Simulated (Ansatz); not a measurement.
```xyz
9

Si   -0.5809    0.8424   -0.6903
B     0.8456   -0.5718   -0.5822
Sb    1.4398   -1.5762    1.3052
H    -1.5683    0.6147   -1.8094
H     0.1400    2.1388   -0.9939
H    -1.3540    1.0453    0.5875
H     1.3597   -0.9937   -1.6028
H     1.4078   -0.1732    2.3113
H     3.1432   -1.5224    1.0284
```

Core potentials replace the inner electrons of Sb.

Computed with RKS PBE/def2-SVP in Ansatz.

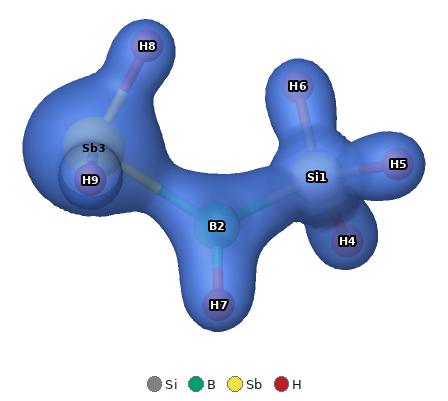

BH₆SbSi (SMILES [SiH3][BH][SbH2]). Isosurface of the electron density at 0.5 e/Å³ (blue), seen at an oblique angle.

> Which contacts does the surface bridge?

At this value the surface is in one piece. It bridges the shortest Si–B (2.01 Å), B–Sb (2.22 Å), B–H (1.22 Å) and Si–H (1.51 Å) contacts, where the density stays above the isovalue. On the grid the lowest density along these lines, outside the cores, is 0.7 e/Å³ (Si–B, 2.01 Å), 0.66 e/Å³ (B–Sb, 2.22 Å), 1.1 e/Å³ (B–H, 1.22 Å) and 0.72 e/Å³ (Si–H, 1.51 Å).
